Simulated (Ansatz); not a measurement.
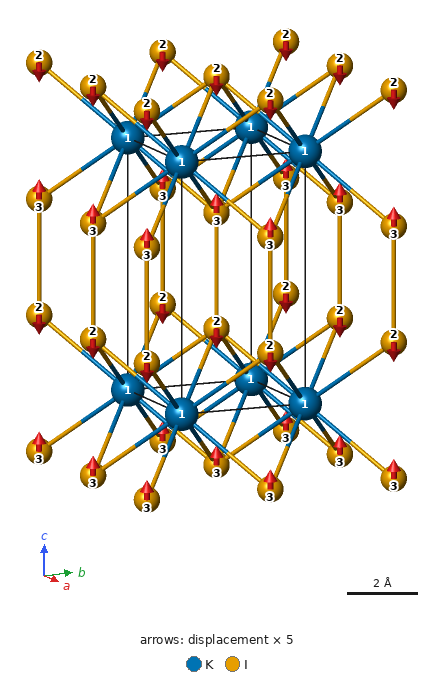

A relaxation of crystalline KI2 (a generated structure, set up in P4/mmm). The starting structure is drawn; red arrows show the displacements (the part carried along by the change of the cell is left out), 5 times their true length.

The picture is a ball-and-stick view of the cell of the calculation, seen slightly off an axis.

The calculation used DFT PBE, scalar-relativistic, plane waves, PAW (Ansatz 0.2.0).

Input
```yaml
crystal:
  lattice:
    - [3.89193384, 0.0, 0.0]
    - [0.0, 3.89193384, 0.0]
    - [0.0, 0.0, 7.43585536]
  atoms:
    - { symbol: K, position: [0.0, 0.0, 0.0] }
    - { symbol: I, position: [0.5, 0.5, 0.27000001] }
    - { symbol: I, position: [0.5, 0.5, 0.72999999] }
basis:
  ecutwfc: 420
kpoints:
  mp_grid: { grid: [12, 12, 6] }
hamiltonian:
  xc: pbe
scf:
  occupations: { method: gaussian, width: 0.1 }
output:
  forces: true
  stress: true
  eigenvalues: true
  write_density: true
  write_potential: true
  elf: true
  volumetric_format: npy
relax:
  adjacent_minimum: "off"
  f_tol: 0.01
  max_steps: 80
  cell: { stress_tol: 0.05 }
```

Run as
```bash
ansatz run input.yaml --threads 1 --pin off --max-ram 2560MiB --backend cpu --events-out ev --progress --plain --runs-dir out
```

Q: Describe the change and its energy.

A: Over 9 accepted moves (12 points after the start) the energy falls by 329 meV per atom. The largest force component goes from 0.16 to 0.00098 eV/Å. Pressure: 3.41 GPa at the start and 0.00 GPa at the end. The line search rejected the trial step at point 4 of the run. At 2 points the geometry stayed and the basis and grid were re-selected for the new cell (energy shift of 12.3 meV per atom at most each time). The largest moves relative to the cell, 0.12 Å, are those of I2 and I3. I3 goes along +c. K stays in place. Cell: a = b 3.892 → 4.716 Å (+21.2 %), c 7.436 → 6.506 Å (−12.5 %). Volume +28.5 %. Near-neighbour distances that change, for instance: I2–I3 4.015 → 3.279 Å, K1–I2 3.407 → 3.716 Å, I2–I3 (another image) 3.420 → 3.227 Å. Bond angles that change, for instance: K1–I3–K1 107.8° → 127.6°, K1–I3–I2 126.1° → 116.2°, K1–I3–K1 69.7° → 78.8°. The space group stays P4/mmm (No. 123).

Limits of the set-up: an odd number of electrons was run without spin polarisation, which fails if the electron would localise.
